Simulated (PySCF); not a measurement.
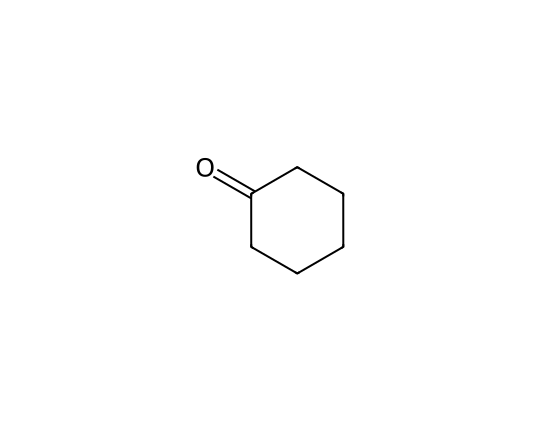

The computed structure is the end point of a GFN2-xTB optimisation. No frequency run is at hand to confirm it as a minimum. Level of theory: B3LYP/pcJ-1, gas phase (PySCF 2.14.0).

What is the dipole moment?

3.23 D.

What is the LUMO energy (Kohn–Sham orbital)?

−0.62 eV.

Give the HOMO energy (Kohn–Sham orbital) at this level.

−6.69 eV.
